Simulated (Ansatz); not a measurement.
**Fields on a plane of SnSe2 (CdI2 type)**

```yaml
crystal:
  lattice:
    - [3.84030, 0.00000, 0.00000]
    - [-1.92015, 3.32580, 0.00000]
    - [0.00000, 0.00000, 6.00399]
  atoms:
    - { symbol: Sn, position: [0.00000, 0.00000, 0.00000] }
    - { symbol: Se, position: [0.33333, 0.66667, 0.26538] }
    - { symbol: Se, position: [0.66667, 0.33333, 0.73462] }
```

The slice is a (-1 1 0 2) plane (indices of the conventional cell) through the point (0.333, 0.667, 0.265) (fractional), spanned by u = [110] and v = [1 -1 1] in vectors of this cell: u (3.84 Å) and v (8.96 Å, at 90° to u). It covers one period; positions are fractions (u, v).

Atoms on it: Se at (0.00, 0.00). Other atoms lie within 1 Å of the plane.

Level of theory: PBE-D3(BJ) (plane waves to 420 eV, PAW, scalar-relativistic; Ansatz, a quantum-chemistry and plane-wave program). k mesh 10×10×6. Inside the PAW spheres the values are not all-electron values, and peaks at nuclei hang on which shells count as valence. SnSe2 was relaxed with its symmetry unable to fall. The PAW data are Ansatz's earlier set.

```
|xx78851015887x|
|67887410147887|
|98875200025788|
|88753100013578|
|66531000001356|
|33321000001233|
|22322100012232|
|01222211122221|
|xx12232223221x|
|xx12332223321x|
|x0233322233320|
|22222222222222|
|33222111112223|
|33321000001233|
|76531000001356|
|88752000002578|
|99875200025789|
|89986300036899|
|88987400047898|
|89997400047999|
|99997300037999|
|99985100015899|
|99863000003689|
|65421000001245|
|11000000000001|
|10000000000000|
|55421000001245|
|98874100014788|
|99987300037899|
|78998510158998|
|xx89851015898x|
|xx69862026896x|
```
Scale: ten equal steps from 0.01 (start of '0') to 0.86 (end of '9'), in the order '0123456789'. Values: electron localisation function (ELF). The map has 14 points along u (one character each, u = 0 at the left) and 32 along v (v = 0 in the bottom row). Points within 0.5 Å of a nucleus are blanked (x), as the pseudised field means little there.

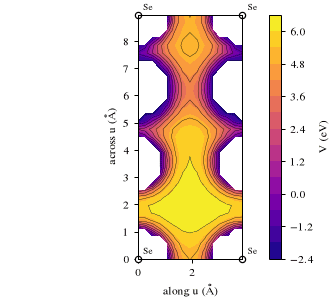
Fig. 1. Electrostatic potential energy of an electron, from the cell's mean, in eV, one period of the plane, atoms marked. Points within 1 Å of a nucleus are left white, as the pseudised field means little there. Values under -2 eV are set to -2. The zero, the cell's mean, hangs on the PAW cores.
